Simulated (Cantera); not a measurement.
Feed: 1 mol Ti(OiPr)₄, 3.2 mol CH₄, 2.8 mol H₂, equilibrated at 1.00 bar.

These are equilibrium values from Cantera (NASA tables, ideal gas, pure condensed phases), not measurements of a reactor. Candidate condensed phases: C, C₆H₆, C₇H₈, C₈H₁₈, H₂O, Ti, TiC, TiO, TiO₂, Ti₂O₃, Ti₃O₅, Ti₄O₇; 113 gas species. The feed counts by its element totals alone. Mutual solubility and eutectic melting of coexisting phases are not modelled. TiC: taken at fixed stoichiometry. Condensed phases not in the tables: Magnéli phases beyond Ti₄O₇. Gases not in the tables: TiO(OH)₂. Equilibrium is a limit: real reactors are often held back by kinetics, nucleation or transport.

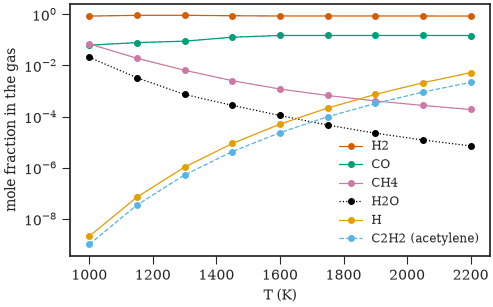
*Equilibrium gas composition (values under 1e-9 drawn at 1e-9)*

**Question.** Read off the mole fractions at 1000 K.

**Answer.** H₂ about 0.85, CH₄ about 0.069, CO about 0.062, H₂O about 0.021.
